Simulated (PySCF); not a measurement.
# C₂H₉BN₂, SMILES `C[NH2+][BH2-]C=N`: electronic structure

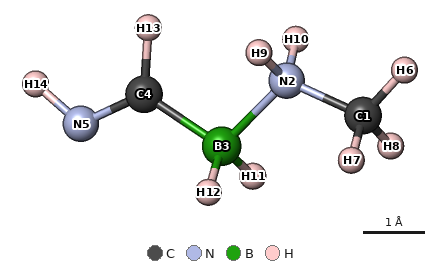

The molecule, with its atoms numbered as below. No frequency check shows the geometry to be a minimum.

Cartesian coordinates (Å):

```
C1       2.4344   -0.1423    0.0001
N2       1.1069    0.4633    0.0001
B3      -0.1348   -0.6183   -0.0011
C4      -1.4642    0.2722   -0.0006
N5      -2.6301   -0.2041    0.0009
H6       3.2287    0.6075    0.0009
H7       2.5336   -0.7741    0.8810
H8       2.5345   -0.7732   -0.8795
H9       0.9804    1.0453    0.8247
H10      0.9812    1.0461   -0.8227
H11     -0.0178   -1.2571   -0.9952
H12     -0.0187   -1.2581    0.9937
H13     -1.3120    1.3857   -0.0018
H14     -3.3950    0.4751    0.0006
```

### 1. Bonding charge

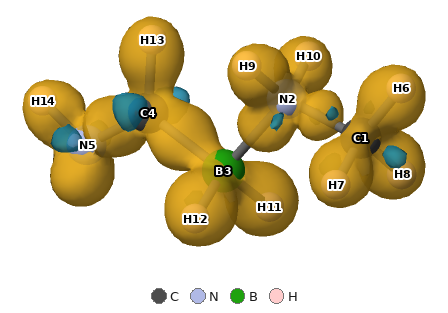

Deformation density (molecule less spherical, spin-averaged free atoms at the same positions), surfaces at ±0.12 e/Å³; yellow: gain, teal: loss.

Method: ωB97X/6-31+G*; geometry: GFN2-xTB; program: PySCF.

Question: Describe the bonding that the map shows.

Answer: The five largest and four smallest: N2–H10 and N2–H9: +0.80 e/Å³ at the bond critical point (bond length 1.02 Å). N5–H14: +0.79 e/Å³ at the bond critical point (bond length 1.02 Å). C1–H8 and C1–H7: +0.71 e/Å³ at the bond critical point (bond length 1.09 Å). C1–H6: +0.69 e/Å³ at the bond critical point (bond length 1.09 Å). C4–N5: +0.65 e/Å³ at the bond critical point (bond length 1.26 Å). B3–H11 and B3–H12: +0.41 e/Å³ at the bond critical point (bond length 1.19 Å). B3–C4: +0.36 e/Å³ at the bond critical point (bond length 1.60 Å). C1–N2: +0.24 e/Å³ at the bond critical point (bond length 1.46 Å). N2–B3: −0.02 e/Å³ at the bond critical point (bond length 1.65 Å); up to 0.6 Å beside the axis the gain reaches +0.49 e/Å³. In all, 3.1 electrons gather in the regions of gain relative to the promolecule. A small or negative value marks a very polar bond, one between electron-rich atoms, whose free-atom densities already overlap strongly, a long bond to a heavier atom, or a closed-shell contact such as a hydrogen bond.

Question: Where do the Hirshfeld charges lie?

Answer: The highest Hirshfeld charge is on H9 and H10 (+0.16 e), the lowest on N5 (−0.27 e).

### 2. Bond critical points

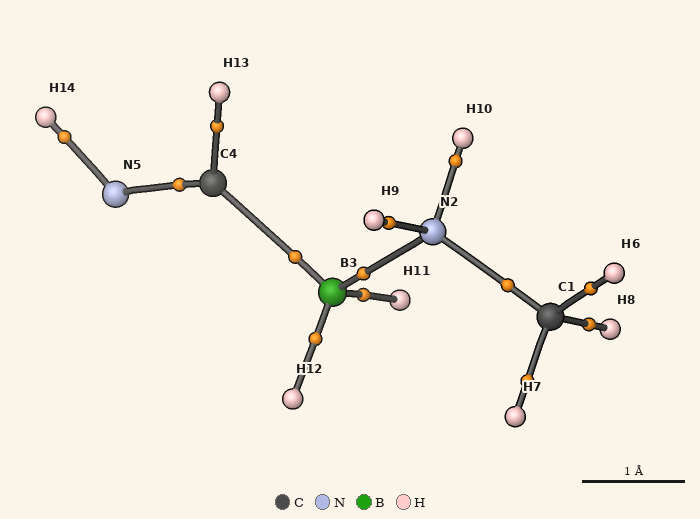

Molecular graph of the electron density (QTAIM): bond paths, bond critical points (orange), ring points (yellow, if any); weak paths are dashed.

Question: How many critical points of each kind are there, and does the count close?

Answer: 14 nuclei, 13 bond, 0 ring and 0 cage critical points: 14 − 13 + 0 − 0 = 1, as the Poincaré–Hopf relation requires.

Question: Give the properties at the bond critical points.

Answer:
| bond | length (Å) | ρ (a.u.) | ∇²ρ (a.u.) | ε | H (a.u.) |
| --- | --- | --- | --- | --- | --- |
| C4–N5 | 1.259 | 0.388 | −0.45 | 0.15 | −0.674 |
| N2–H10 (2 alike) | 1.016 | 0.333 | −1.69 | 0.02 | −0.466 |
| N5–H14 | 1.023 | 0.328 | −1.60 | 0.01 | −0.449 |
| C1–H8 (2 alike) | 1.087 | 0.280 | −0.99 | 0.03 | −0.283 |
| C1–H6 | 1.092 | 0.276 | −0.95 | 0.04 | −0.273 |
| C1–N2 | 1.459 | 0.262 | −0.75 | 0.01 | −0.348 |
| C4–H13 | 1.124 | 0.253 | −0.77 | 0.02 | −0.230 |
| B3–H11 (2 alike) | 1.187 | 0.173 | −0.24 | 0.16 | −0.183 |
| B3–C4 | 1.600 | 0.168 | 0.00 | 0.25 | −0.162 |
| N2–B3 | 1.647 | 0.107 | +0.45 | 0.08 | −0.063 |

Question: What kind of interaction is N2–H10?

Answer: Shared-shell (covalent): ρ = 0.333, ∇²ρ = −1.69, H = −0.466 a.u.

### 3. Local ionisation energy

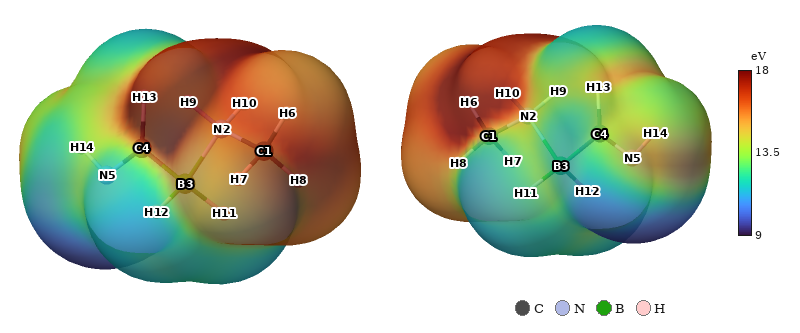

Average local ionisation energy on the surface of electron density 0.001 a.u. (back view left, front view right).

Question: Locate the minima of the map.

Answer: The lowest value is 9.5 eV, 2.0 Å from N5. Further minima include 11.3 eV, 1.5 Å from H12, and at like points elsewhere; 11.6 eV, 1.5 Å from H13; 13.0 eV, 1.3 Å from H14. For comparison, the highest occupied orbital lies at −8.5 eV.

Question: What volume does the surface enclose, and what is the dipole moment?

Answer: About 126 Å³; the dipole moment is 7.3 D.

### 4. Removing or adding an electron

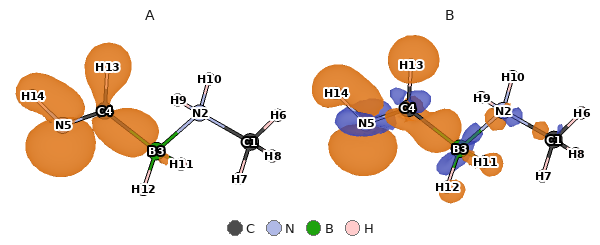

The Fukui function f⁻ from two separate SCF calculations and the density of the HOMO, at ±0.04 e/Å³ (orange positive, blue negative).

Method: B3LYP/def2-SVPD; geometry: GFN2-xTB; program: PySCF.

Question: Which panel is which, and how good is the frozen-orbital picture?

Answer: B is f⁻ (it has negative regions), A the HOMO density. The HOMO lies on N5 (54 %), C4 (16 %) and H13 (10 %); f⁻ (Hirshfeld-condensed) is largest on N5 (0.29); the vertical ionisation energy is 8.38 eV (the stability of the cation's solution wasn't checked). Relaxation shifts 28 % of the electron between atoms. The orbital energy is −5.87 eV.

### 5. Stretching a bond

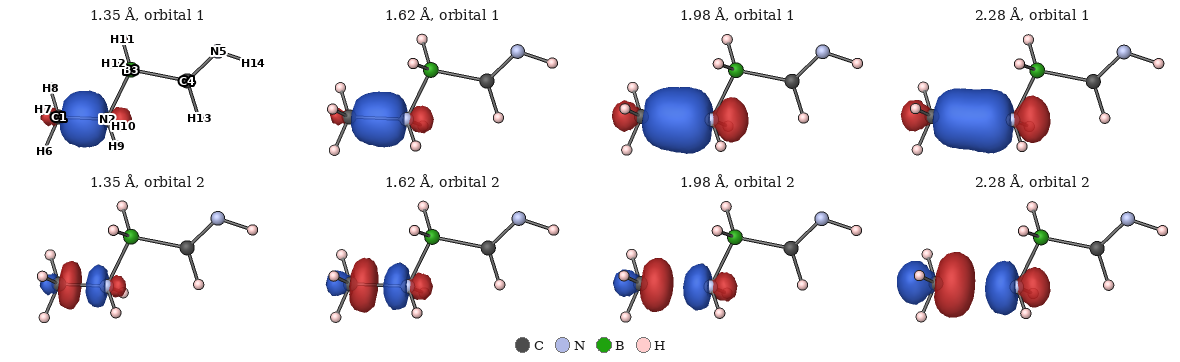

Rigid stretch of the C1–N2 bond. The two CASSCF(2,2) natural orbitals nearest half filling (orbital 1 the more occupied).

Method: 6-31G* basis; geometry: GFN2-xTB; program: PySCF.

Question: How do the occupations change along the stretch?

Answer: 1.35 Å: 1.99 and 0.01; 1.62 Å: 1.97 and 0.03; 1.98 Å: 1.91 and 0.09; 2.28 Å: 1.82 and 0.18. At the longest distance computed (4.12 Å) they are 1.06 and 0.94, and the effective number of unpaired electrons is 2.0.

Question: Where does the UHF solution part from RHF?

Answer: Between 1.98 Å (⟨S²⟩ = 0, the two coincide) and 2.28 Å (⟨S²⟩ = 0.62); at 4.12 Å ⟨S²⟩ is 1.04 and UHF lies 4.6 eV below RHF.

Question: How much energy does the stretch cost?

Answer: By CASSCF, 4.5 eV from the lowest point of the scan (1.47 Å) to 4.12 Å; RHF gives 8.4 eV from its own lowest point. The fragments aren't relaxed and dynamic correlation is missing, so this isn't a bond dissociation energy.

The PySCF runs shown took 36 s, 4.1 min and 5.6 min on 1 thread of Intel(R) Xeon(R) Processor @ 2.50GHz (Skylake/Cascade Lake) (shared host).
